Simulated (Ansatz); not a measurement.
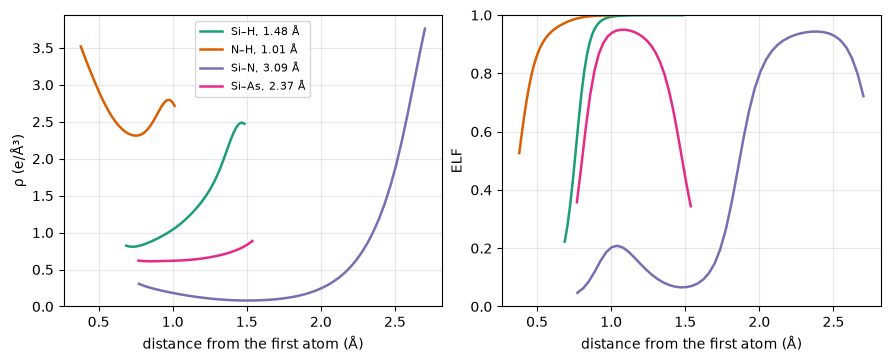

The picture shows: AsH5Si···NH3. Electron density and electron localisation function along straight lines between neighbouring atoms. The curves leave out the atomic cores.

The product side of a reaction path; geometry: PBE0-D4/def2-TZVP; a saddle point, not a minimum.

Level of theory: RKS PBE0-D4/def2-TZVPP in Ansatz 0.2.0.

```csv
atom,x (Å),y (Å),z (Å)
Si,-1.2789,-0.1462,0.5409
N,1.7582,-0.5857,0.1933
H,-2.7586,-0.0255,0.6889
H,-0.9476,-1.5859,0.6933
H,-0.6492,0.6312,1.6374
H,2.4487,0.1026,-0.0806
As,-0.6623,0.6090,-1.6139
H,1.9437,-0.8315,1.1580
H,1.9204,-1.4145,-0.3657
H,-1.9110,1.4683,-1.7870
H,0.1366,1.7782,-1.0646
```

Question: Compare the contacts.

Answer: Si–H (1.48 Å): the density is about 0.81 e/Å³ at the midpoint; the ELF climbs to about 1 towards the hydrogen, as it does in any bond to H.
N–H (1.01 Å): the density is about 2.9 e/Å³ at the midpoint; the ELF climbs to about 1 towards the hydrogen (a covalent bond by its length).
Si1···N2 (3.09 Å): the density falls to about 0.08 e/Å³ on the way; the ELF is about 0.05 at the midpoint.
Si–As (2.37 Å): ρ is about 0.65 e/Å³ halfway; the ELF peaks at about 0.95 between the atoms; localised, covalent bonding.
